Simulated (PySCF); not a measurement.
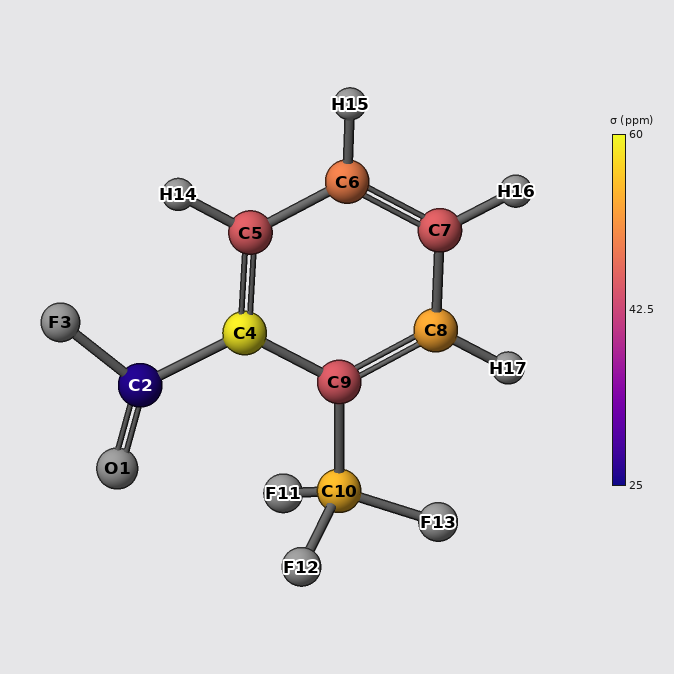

Atoms are coloured by their isotropic NMR shieldings (C only, the others grey). The geometry was computed by an optimisation with GFN2-xTB. No frequency run is at hand to confirm it as a minimum. Method: GIAO PBE0/pcSseg-1 NMR shielding, non-relativistic, gas phase (PySCF 2.14.0).

Q: Which C atom is the most shielded (lowest chemical shift)?

A: C4 (58.8 ppm).

Q: Which C atom is the least shielded (highest chemical shift)?

A: C2 (26.3 ppm).

Q: How wide is the range of C shifts?

A: 32.5 ppm.

List the isotropic NMR shieldings of the C atoms.

```tsv
atom	σ (ppm)
C2	26.3
C4	58.8
C5	45.5
C6	49.2
C7	45.6
C8	53.2
C9	45.2
C10	54.8
```
